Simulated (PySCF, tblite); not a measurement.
**C₄H₈OSi₂: geometry, infrared bands and NMR shifts**

Wanted: the infrared bands and NMR shifts of C₄H₈OSi₂ (`C#C[Si@H]1CC[SiH2]O1`), by calculation.

Programs: tblite 0.8.0 and PySCF 2.14.0, with density-fitted response routines of our own. Each step states its level of theory. These are calculated values for one molecule in the gas phase, unless marked as measured. Atoms count from 0, in the outputs and in this text.

### 1 The starting structure

15 atoms, charge 0, multiplicity 1; geometry from: force field or distance geometry start.

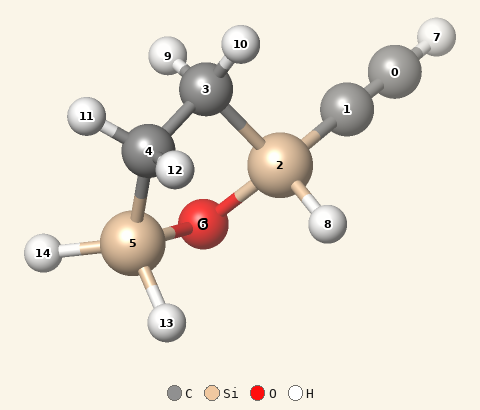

As it starts; carbon grey, silicon light orange, oxygen red, hydrogen white, atoms numbered.

### 2 Relaxing the molecule with GFN2-xTB

Job settings and geometry (Å):

```
{"job": {"kind": "relax", "xc": "GFN2-xTB", "basis": "xTB"}, "charge": 0, "multiplicity": 1}
C      0.493700     1.016700     3.513200
C      0.498000     0.534700     2.384800
Si     0.515300    -0.212600     0.758200
C     -1.161500    -0.111500    -0.051700
C     -0.849500    -0.580700    -1.441900
Si     0.832400     0.141700    -1.818200
O      1.386200     0.831800    -0.318900
H      0.465100     1.442000     4.511500
H      1.131300    -1.540200     0.722600
H     -1.446800     0.940900    -0.092800
H     -1.923300    -0.751900     0.449300
H     -1.632100    -0.158000    -2.111400
H     -0.896700    -1.676400    -1.542500
H      1.766700    -0.994700    -2.084200
H      0.817000     1.126100    -2.899900
```

On the command line:

```bash
$ OMP_NUM_THREADS=1 python probes_run.py task.json out
```

One launch serves the whole session: the jobs run in the order shown.

The log of the run:

```text
step      E/eV     max force
  0    -548.16459    4.141
  1    -548.29749    8.019
  2    -548.52196    2.640
  3    -548.61674    0.883
  4    -548.65472    0.495
  5    -548.71191    1.072
  6    -548.74050    0.747
  7    -548.76782    0.328
  8    -548.78469    0.355
  9    -548.80134    0.487
 10    -548.81384    0.354
 11    -548.82634    0.317
 12    -548.84111    0.338
 13    -548.85986    0.424
 14    -548.88037    0.387
 15    -548.89635    0.271
 16    -548.90455    0.230
 17    -548.91115    0.221
 18    -548.92092    0.292
 19    -548.93227    0.277
 20    -548.94177    0.206
 21    -548.94724    0.164
 22    -548.95080    0.142
 23    -548.95469    0.192
 24    -548.95984    0.224
 25    -548.96478    0.150
 26    -548.96814    0.139
 27    -548.97060    0.119
 28    -548.97350    0.189
 29    -548.97735    0.203
 30    -548.98176    0.179
 31    -548.98618    0.172
 32    -548.99089    0.199
 33    -548.99718    0.305
 34    -549.00619    0.374
 35    -549.01632    0.294
 36    -549.02384    0.261
 37    -549.02782    0.214
 38    -549.03258    0.150
 39    -549.03615    0.247
 40    -549.04037    0.185
 41    -549.04514    0.147
 42    -549.04864    0.150
 43    -549.05018    0.132
 44    -549.05245    0.169
 45    -549.05429    0.151
 46    -549.05557    0.065
 47    -549.05640    0.067
 48    -549.05732    0.103
 49    -549.05846    0.127
 50    -549.05965    0.123
 51    -549.06048    0.086
 52    -549.06092    0.050
 53    -549.06122    0.044
 54    -549.06152    0.045
 55    -549.06174    0.036
 56    -549.06188    0.025
 57    -549.06197    0.032
 58    -549.06206    0.026
 59    -549.06214    0.020
 60    -549.06220    0.017
 61    -549.06224    0.024
 62    -549.06231    0.027
 63    -549.06237    0.018
 64    -549.06241    0.016
 65    -549.06244    0.015
 66    -549.06249    0.024
 67    -549.06257    0.030
 68    -549.06266    0.024
 69    -549.06275    0.023
 70    -549.06280    0.025
 71    -549.06287    0.027
 72    -549.06297    0.035
 73    -549.06311    0.036
 74    -549.06324    0.024
 75    -549.06330    0.016
 76    -549.06334    0.015
 77    -549.06338    0.018
 78    -549.06342    0.015
 79    -549.06345    0.009
```

Run time: 0.94 s. Hardware: 1 thread of Arm Neoverse N1, shared host.

Along the way: (not every step is listed)

| step | energy from step 0 (eV) | largest force (eV/Å) |
| --- | --- | --- |
| 0 | 0.0000 | 4.1412 |
| 1 | -0.1329 | 8.0195 |
| 2 | -0.3574 | 2.6404 |
| 3 | -0.4522 | 0.8831 |
| 4 | -0.4901 | 0.4949 |
| 5 | -0.5473 | 1.0719 |
| 6 | -0.5759 | 0.7471 |
| 7 | -0.6032 | 0.3279 |
| 8 | -0.6201 | 0.3555 |
| 14 | -0.7158 | 0.3873 |
| 20 | -0.7772 | 0.2058 |
| 26 | -0.8035 | 0.1388 |
| 32 | -0.8263 | 0.1989 |
| 38 | -0.8680 | 0.1500 |
| 44 | -0.8879 | 0.1686 |
| 50 | -0.8951 | 0.1228 |
| 56 | -0.8973 | 0.0246 |
| 62 | -0.8977 | 0.0269 |
| 68 | -0.8981 | 0.0243 |
| 74 | -0.8986 | 0.0241 |
| 75 | -0.8987 | 0.0160 |
| 76 | -0.8988 | 0.0150 |
| 77 | -0.8988 | 0.0177 |
| 78 | -0.8988 | 0.0154 |
| 79 | -0.8989 | 0.0093 |

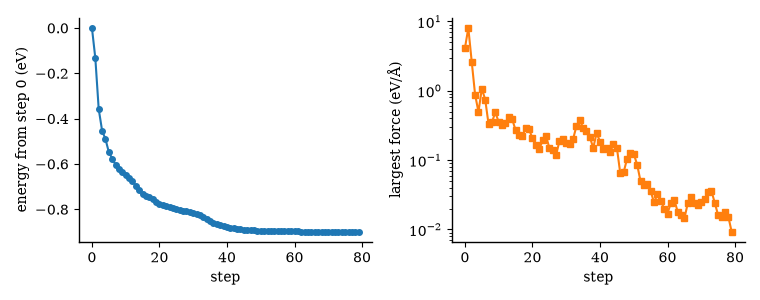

Energy and force, step by step.

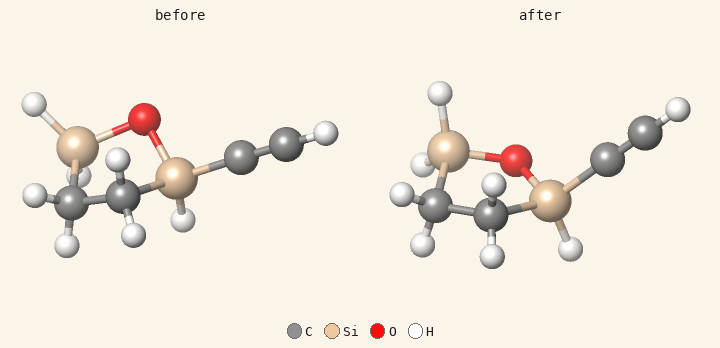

The geometry before (left) and after (right).

Distances of close pairs at the start and the end, largest changes first:

| bond | before (Å) | after (Å) | change (Å) |
| --- | --- | --- | --- |
| Si5–O6 | 1.741 | 1.638 | -0.103 |
| Si2–O6 | 1.735 | 1.643 | -0.092 |
| C1–Si2 | 1.790 | 1.849 | +0.059 |
| Si2–C3 | 1.865 | 1.910 | +0.046 |
| C4–Si5 | 1.869 | 1.911 | +0.042 |
| C3–C4 | 1.500 | 1.538 | +0.038 |
| Si5–H13 | 1.495 | 1.458 | -0.037 |
| C0–H7 | 1.085 | 1.053 | -0.033 |

The end geometry stands in the next job.

### 3 Vibrational analysis with GFN2-xTB

Job settings and geometry (Å):

```
{"job": {"kind": "ir", "xc": "GFN2-xTB", "basis": "xTB"}, "charge": 0, "multiplicity": 1}
C      0.617641     1.415360     3.245583
C      0.544396     0.642643     2.328069
Si     0.432834    -0.556215     0.924637
C     -1.205985    -0.387524    -0.042621
C     -0.867194    -0.467467    -1.540464
Si     0.905935     0.205657    -1.770802
O      1.467464    -0.076951    -0.258596
H      0.684860     2.096236     4.045400
H      0.822216    -1.910145     1.309897
H     -1.644554     0.589485     0.173127
H     -1.958707    -1.128701     0.227590
H     -1.622295     0.045110    -2.136653
H     -0.888039    -1.513831    -1.853914
H      1.732293    -0.591037    -2.670205
H      0.974721     1.645371    -2.002963
```

The log of the run:

```text
mode    cm-1     km/mol
  1      61.6      0.75
  2      90.7      0.01
  3     140.4      2.07
  4     167.1      2.67
  5     266.2      9.62
  6     287.9     18.61
  7     349.8     12.06
  8     395.0     16.01
  9     482.1     31.62
 10     576.0     41.71
 11     582.4     44.49
 12     623.7     58.92
 13     637.1      4.06
 14     667.6    100.90
 15     677.1     12.91
 16     682.2     34.08
 17     687.1    127.66
 18     743.5    282.07
 19     765.6     91.21
 20     775.7    400.85
 21     801.3    114.75
 22     820.7    100.00
 23     926.3    418.90
 24    1039.2      5.40
 25    1062.5     39.26
 26    1137.3      2.74
 27    1261.8      1.78
 28    1276.3      1.97
 29    1481.5      0.21
 30    1496.6      3.12
 31    2213.9     42.24
 32    2272.4     94.13
 33    2281.7    669.56
 34    2301.9    238.57
 35    2952.0      7.35
 36    2965.0     95.43
 37    2981.5     41.09
 38    2991.3     40.00
 39    3352.1      1.33
```

Run time: 0.91 s. Hardware: 1 thread of Arm Neoverse N1, shared host.

The strongest bands and the atoms that carry them (share of the mass-weighted mode):

| cm⁻¹ | km/mol | atoms |
| --- | --- | --- |
| 668 | 100.9 | C4 19 %, H8 16 %, C3 12 % |
| 687 | 127.7 | H7 14 %, H12 12 %, H9 12 %, C3 11 % |
| 744 | 282.1 | Si2 35 %, C4 14 % |
| 776 | 400.9 | Si2 20 %, C3 14 %, H13 14 %, O6 13 % |
| 801 | 114.8 | Si5 17 %, H13 17 %, H14 16 %, O6 11 % |
| 926 | 418.9 | O6 73 %, Si2 11 % |
| 2282 | 669.6 | H14 71 %, H8 14 %, H13 11 % |
| 2302 | 238.6 | H13 82 %, H14 16 % |

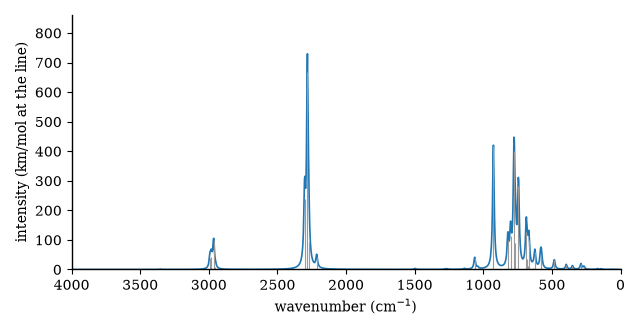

The infrared spectrum from these modes, unscaled. Lines are broadened to a width of 14 cm⁻¹ (Lorentzian).

### 4 Nuclear shieldings: PBE0/pcSseg-1

Same as in step 3 but for these lines:

```diff
@@ -1,2 +1,2 @@
-{"job": {"kind": "ir", "xc": "GFN2-xTB", "basis": "xTB"}, "charge": 0, "multiplicity": 1}
+{"job": {"kind": "nmr", "xc": "PBE0", "basis": "pcSseg-1"}, "charge": 0, "multiplicity": 1}
 C      0.617641     1.415360     3.245583
```

Level: GIAO PBE0/pcSseg-1 NMR shielding, non-relativistic, gas phase.

The log of the run:

```text
coarse grid: 13640 points
cycle   1  E = -810.7094895210  dE =  8.592e-01  |g| = 8.568e-01  |ddm| = 3.683e+00
cycle   2  E = -810.5012795625  dE =  2.082e-01  |g| = 1.340e+00  |ddm| = 1.940e+00
cycle   3  E = -810.8481347226  dE = -3.469e-01  |g| = 1.669e-01  |ddm| = 1.373e+00
cycle   4  E = -810.8536410279  dE = -5.506e-03  |g| = 5.934e-02  |ddm| = 1.801e-01
cycle   5  E = -810.8541832517  dE = -5.422e-04  |g| = 3.851e-02  |ddm| = 6.371e-02
cycle   6  E = -810.8545437253  dE = -3.605e-04  |g| = 6.440e-03  |ddm| = 2.771e-02
cycle   7  E = -810.8545533230  dE = -9.598e-06  |g| = 1.822e-03  |ddm| = 6.911e-03
final grid: 122872 points
cycle   8  E = -810.9074459566  dE = -1.606e-05  |g| = 1.064e-02  |ddm| = 2.973e-02
cycle   9  E = -810.9074135265  dE =  3.243e-05  |g| = 1.645e-02  |ddm| = 2.069e-02
cycle  10  E = -810.9074701961  dE = -5.667e-05  |g| = 1.456e-03  |ddm| = 1.272e-02
cycle  11  E = -810.9074706153  dE = -4.192e-07  |g| = 4.319e-04  |ddm| = 1.252e-03
cycle  12  E = -810.9074706523  dE = -3.708e-08  |g| = 2.164e-04  |ddm| = 4.441e-04
cycle  13  E = -810.9074706635  dE = -1.118e-08  |g| = 4.134e-05  |ddm| = 1.764e-04
cycle  14  E = -810.9074706639  dE = -3.768e-10  |g| = 9.918e-06  |ddm| = 4.503e-05
converged SCF energy = -810.9074706639

GIAO shielding tensors (ppm)
atom      isotropic    diamagn.    paramagn.     s11        s22        s33       span
  0 C       84.941     260.822    -175.881      2.352      5.106    247.365    245.012
  1 C       96.651     259.353    -162.702     -0.615      0.226    290.343    290.958
  2 Si     365.280     879.867    -514.588    304.023    373.382    418.434    114.411
  3 C      174.360     254.973     -80.613    160.586    177.643    184.852     24.267
  4 C      177.088     252.917     -75.829    159.958    178.238    193.067     33.108
  5 Si     353.220     879.703    -526.484    297.517    348.806    413.336    115.818
  6 O      286.495     399.435    -112.939    208.497    309.800    341.189    132.691
  7 H       29.760      33.053      -3.293     24.707     24.809     39.764     15.057
  8 H       26.592      28.155      -1.562     23.030     24.125     32.622      9.592
  9 H       30.600      32.887      -2.287     25.470     28.902     37.428     11.958
 10 H       30.433      30.993      -0.560     25.122     28.489     37.689     12.567
 11 H       30.538      30.124       0.414     25.374     27.907     38.333     12.960
 12 H       30.674      30.662       0.012     25.506     28.099     38.417     12.911
 13 H       26.573      28.444      -1.871     23.038     24.212     32.468      9.431
 14 H       26.643      29.281      -2.638     22.896     24.394     32.639      9.743
```

Wall time 45 s (1 thread of Arm Neoverse N1, shared host); peak memory 0.73 GiB.

Shifts follow as δ = σ(reference) − σ, with reference shieldings (ppm) from runs at the same level and on the same kind of geometry: ¹H TMS 31.72, ¹³C TMS 186.9, ²⁹Si TMS 349.2, ¹⁷O H2O 336.1. The references are single molecules in the gas phase, so shifts against H2O, NH3, PH3, H3PO4 or CFCl3 are not on the usual liquid scales and can be off by tens of ppm.

| atoms | environment | σ (ppm) | δ (ppm) | δ scaled to CDCl3 |
| --- | --- | --- | --- | --- |
| C0 | terminal alkyne carbon | 84.9 | 102.0 | 97.6 |
| C1 | alkyne carbon | 96.7 | 90.3 | 86.2 |
| C3 | sp3 CH2 bonded to Si | 174.4 | 12.6 | 10.3 |
| C4 | sp3 CH2 bonded to Si | 177.1 | 9.8 | 7.7 |
| H13 | hydrogen on a silicon bonded to C, O, in a 5-membered ring | 26.57 | 5.14 | – |
| H8 | hydrogen on a silicon bonded to 2 C, O, in a 5-membered ring | 26.59 | 5.12 | – |
| H14 | hydrogen on a silicon bonded to C, O, in a 5-membered ring | 26.64 | 5.07 | – |
| H7 | hydrogen on a terminal alkyne carbon | 29.76 | 1.96 | 1.95 |
| H10 | hydrogen on an sp3 CH2 bonded to Si | 30.43 | 1.28 | 1.32 |
| H11 | hydrogen on an sp3 CH2 bonded to Si | 30.54 | 1.18 | 1.22 |
| H9 | hydrogen on an sp3 CH2 bonded to Si | 30.60 | 1.12 | 1.16 |
| H12 | hydrogen on an sp3 CH2 bonded to Si | 30.67 | 1.04 | 1.09 |
| Si5 | silicon bonded to C, O, 2 H, in a 5-membered ring | 353.2 | -4.1 | – |
| Si2 | silicon bonded to 2 C, O, H, in a 5-membered ring | 365.3 | -16.1 | – |
| O6 | oxygen bonded to 2 Si, in a 5-membered ring | 286.5 | 49.6 | – |

The scaled column applies a straight-line fit of computed shieldings to shifts measured in CDCl3 (root-mean-square error 0.16 ppm for H, 1.9 ppm for C).

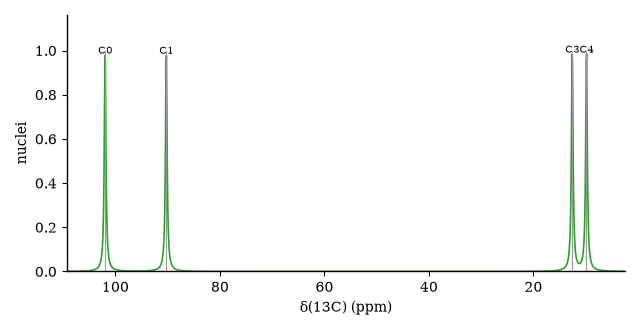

¹³C lines at the computed shifts, without couplings. Lines are broadened to a width of 0.37 ppm (Lorentzian).

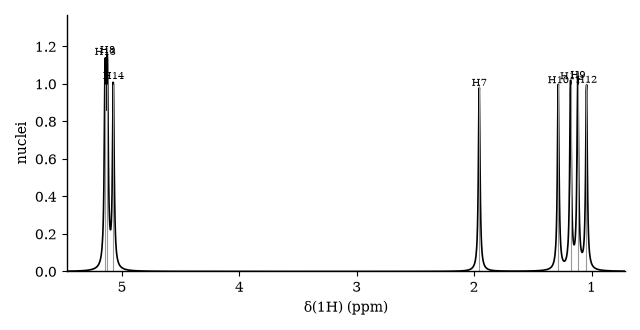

¹H lines at the computed shifts, without couplings. Lines are broadened to a width of 0.02 ppm (Lorentzian).

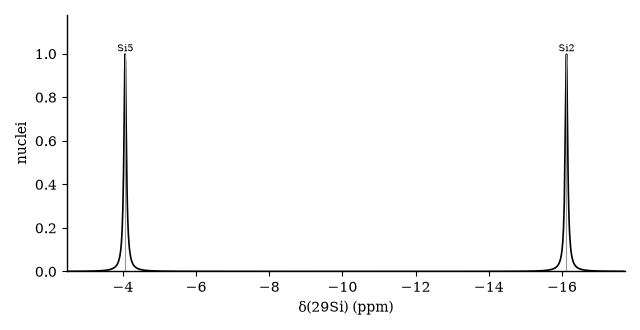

²⁹Si lines at the computed shifts, without couplings. Lines are broadened to a width of 0.08 ppm (Lorentzian).

The run also stored atomic charges by several schemes (e):

| atoms | Mulliken | IAO | Hirshfeld | ESP fit |
| --- | --- | --- | --- | --- |
| C0 | -0.19 | -0.18 | -0.08 | -0.26 |
| C1 | -0.19 | -0.34 | -0.16 | -0.27 |
| Si2 | 1.04 | 1.14 | 0.44 | 0.68 |
| C3 | -0.56 | -0.55 | -0.16 | -0.24 |
| C4 | -0.56 | -0.56 | -0.16 | -0.15 |
| Si5 | 0.86 | 1.00 | 0.41 | 0.49 |
| O6 | -0.74 | -0.89 | -0.32 | -0.46 |

Hirshfeld charges:

C0 -0.08; C1 -0.16; Si2 0.44; C3 -0.16; C4 -0.16; Si5 0.41; O6 -0.32; H7 0.10; H8 -0.07; H9 0.04; H10 0.04; H11 0.04; H12 0.04; H13 -0.08; H14 -0.08

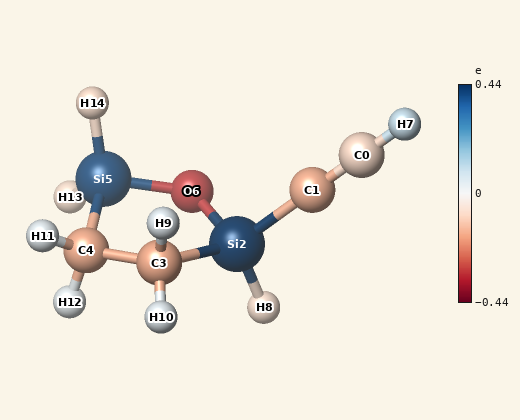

Hirshfeld charges, as colours on the atoms.

Mayer bond orders: C0–C1 2.54, C1–Si2 0.89, Si2–C3 0.90, C3–C4 1.01, C4–Si5 0.90, Si5–O6 0.93, O6–Si2 0.95.

Ring of atoms Si2, C3, C4, Si5, O6: NICS(0) -5.2, NICS(1) -3.0, NICS(1)zz -2.9 ppm (means of both faces).

### 5 What came out

| quantity | value |
| --- | --- |
| strongest single infrared mode (GFN2-xTB) | 2282 cm⁻¹, 670 km/mol |
| zero-point energy (GFN2-xTB) | 64.7 kcal/mol |
| ¹³C shifts against TMS (PBE0/pcSseg-1) | 102.0, 90.3, 12.6, 9.8 ppm |
| ¹H shifts against TMS (PBE0/pcSseg-1) | 5.14, 5.12, 5.07, 1.96, 1.28, 1.18, 1.12, 1.04 ppm |
| ²⁹Si shifts against TMS (PBE0/pcSseg-1) | -4.1, -16.1 ppm |
| ¹⁷O shifts against H2O (PBE0/pcSseg-1) | 49.6 ppm |

In words: Relaxing lowered the energy by 0.899 eV in 79 steps; the close pair that moved most is Si5–O6, from 1.741 to 1.638 Å. No mode is imaginary among the 39: a minimum at this level. The strongest single mode, at 2282 cm⁻¹, moves mainly H14. GFN2-xTB is a fitted tight-binding method: band positions and strengths are rough. Its intensities can rank the bands wrongly. At PBE0/pcSseg-1: Shielding is most anisotropic at C1 (span 291 ppm, paramagnetic term -163 ppm).
